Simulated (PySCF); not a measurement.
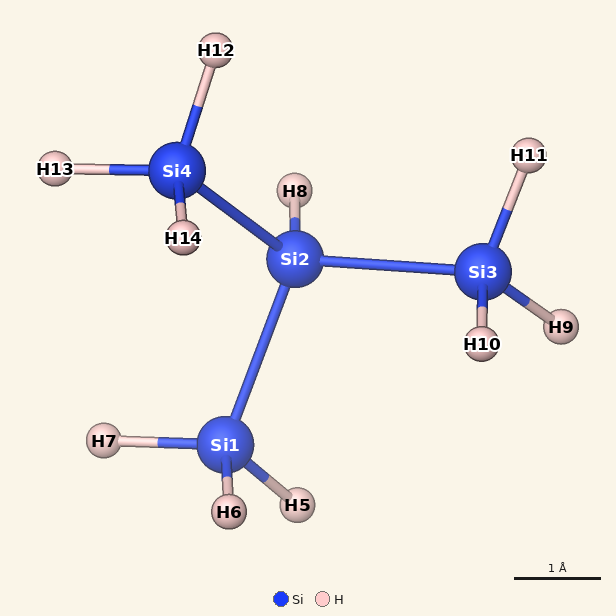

Orthographic view. Atoms fade into the background with distance from the viewer. The geometry was computed by an optimisation with PBE0-D3(BJ)/def2-SVP. No frequency run is at hand to confirm it as a minimum.

Write a MOL file (V2000) with the atoms in numerical order, bonds sorted by atom number with the orders drawn, and coordinates in the frame of the picture: x right, y up, z towards the viewer, origin at the mean position.

```
Si4H10
                    3D

 14 13  0  0  0  0  0  0  0  0999 V2000
   -0.8100   -1.7900   -1.0000 Si  0  0  0  0  0  4  0  0  0  0  0  0
    0.0000    0.3700   -0.5900 Si  0  0  0  0  0  4  0  0  0  0  0  0
    2.1900    0.2300    0.2500 Si  0  0  0  0  0  4  0  0  0  0  0  0
   -1.3700    1.4000    1.0100 Si  0  0  0  0  0  4  0  0  0  0  0  0
    0.0300   -2.4900   -2.0200 H   0  0  0  0  0  0  0  0  0  0  0  0
   -0.7700   -2.5700    0.2800 H   0  0  0  0  0  0  0  0  0  0  0  0
   -2.2300   -1.7400   -1.4800 H   0  0  0  0  0  0  0  0  0  0  0  0
   -0.0100    1.1700   -1.8600 H   0  0  0  0  0  0  0  0  0  0  0  0
    3.1000   -0.4100   -0.7500 H   0  0  0  0  0  0  0  0  0  0  0  0
    2.1700   -0.6100    1.4900 H   0  0  0  0  0  0  0  0  0  0  0  0
    2.7200    1.5800    0.5900 H   0  0  0  0  0  0  0  0  0  0  0  0
   -0.9200    2.8000    1.2700 H   0  0  0  0  0  0  0  0  0  0  0  0
   -2.7900    1.4300    0.5400 H   0  0  0  0  0  0  0  0  0  0  0  0
   -1.3000    0.6200    2.2800 H   0  0  0  0  0  0  0  0  0  0  0  0
  1  2  1  0
  1  5  1  0
  1  6  1  0
  1  7  1  0
  2  3  1  0
  2  4  1  0
  2  8  1  0
  3  9  1  0
  3 10  1  0
  3 11  1  0
  4 12  1  0
  4 13  1  0
  4 14  1  0
M  END
```
